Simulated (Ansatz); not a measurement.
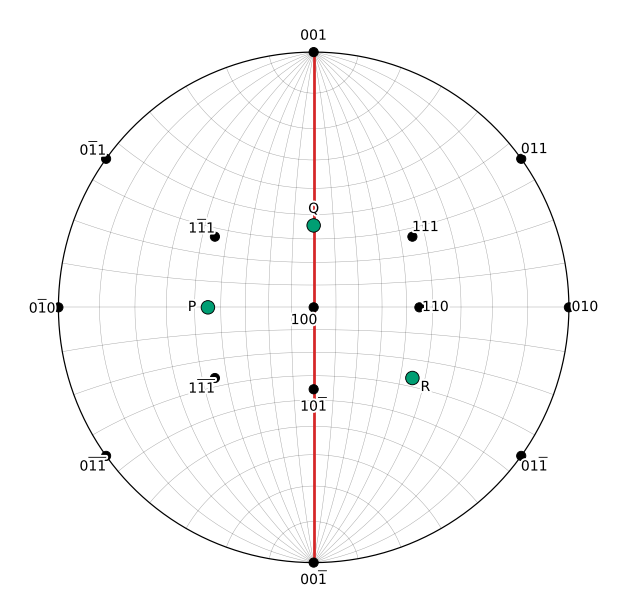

For CoO, a calculation's input that goes back to an entry of the Crystallography Open Database (an earlier step may have relaxed or displaced it): stereographic projection of plane normals (upper hemisphere) centred on (1 0 0). The drawing is computed from the coordinates (standard cell, symmetry found to 0.002 Å).

a = 3.016 Å, b = 3.016 Å, c = 4.214 Å, α = 90.00°, β = 90.00°, γ = 90.00°.

Index the poles marked P, Q, R.

Answer. P is (1 −1 0), 45.0° from the centre; Q is (1 0 1), 35.6° from the centre; R is (1 1 −1), 50.9° from the centre.

Which zone does the coloured great circle trace?

Answer. The zone [0 1 0]: its poles satisfy k = 0.

What is the angle between the normals of (1 1 0) and (1 0 −1), and what are their d_hkl = 1/|g|?

Answer. 54.9°; d = 2.133 Å and 2.453 Å.
